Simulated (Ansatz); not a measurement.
CH$_{2}$SSn (SMILES [CH2]1[S]=[Sn-]1) (charge −1, doublet)

Input file:

```
crystal:
  periodic: [false, false, false]
  atoms:
    - symbol: C
      position_ang: [-1.946916, 0.509949, 0.607289]
    - symbol: S
      position_ang: [-1.124637, 0.502363, -1.029529]
    - symbol: Sn
      position_ang: [-0.057174, -0.675420, 0.984692]
    - symbol: H
      position_ang: [-2.028433, 1.513187, 1.049884]
    - symbol: H
      position_ang: [-2.907073, -0.025822, 0.615618]
basis:
  gaussian:
    orbitals: def2-TZVPD
total_charge: -1
magnetization:
  spin_polarized: true
  initial_magnetization: 1
hamiltonian:
  xc: {name: PBE0}
output:
  forces: true
  orbitals: {seedname: orbitals}
```

Launched as:

```sh
ansatz run input.yaml --threads 2 --pin off --max-ram 4350MiB --events-out events.jsonl --progress --plain --runs-dir runs
```

Geometry: r2SCAN-D4/def2-SVPD; core potentials replace the inner electrons of Sn; the highest occupied orbital lies above zero, a sign that basis and functional describe the outermost electron poorly.

Level of theory: Ansatz 0.2.0, isolated molecule in a Gaussian basis; Kohn-Sham density functional theory, functional PBE0.

> Predict the electron density, electron localisation function and spin density between the atoms.

C–S (1.83 Å): the density is about 1.1 e/Å³ at the midpoint; the ELF peaks at about 0.90 between the atoms; a shared electron pair.
C–Sn (2.26 Å): the density is about 0.53 e/Å³ at the midpoint; the ELF peaks at about 0.90 in the valence shell of C, 0.7 Å from its nucleus, and drops to about 0.15 between the two atoms.
Sn–S (2.57 Å): ρ at the midpoint is about 0.39 e/Å³; the ELF peaks at about 0.70 in the valence shell of S, 0.9 Å from its nucleus, and drops to about 0.15 between the two atoms.
The unpaired spin (1 electron) lies mostly on Sn3 (about 0.9), in electrons by Hirshfeld's partition.

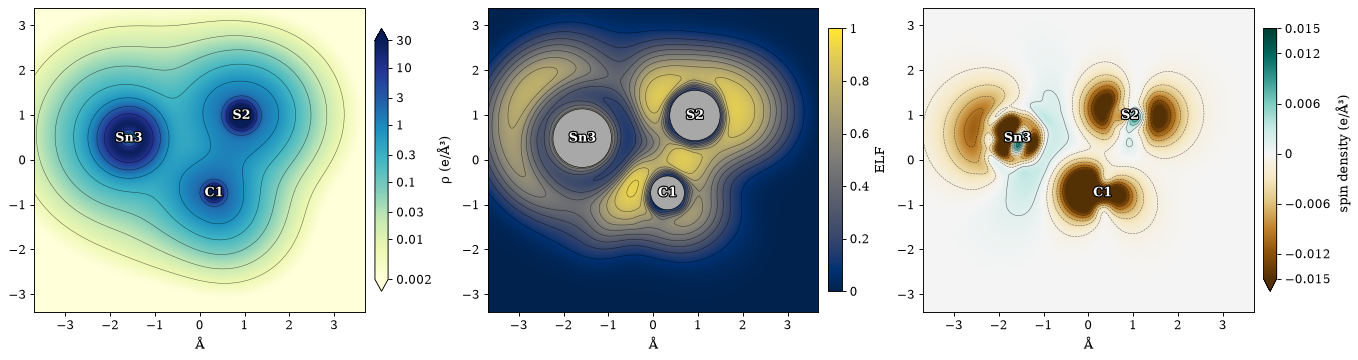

Computed electron density, electron localisation function and spin density on the plane of atoms C1, Sn3 and S2, in this order. Grey discs cover the atomic cores in the ELF map. 
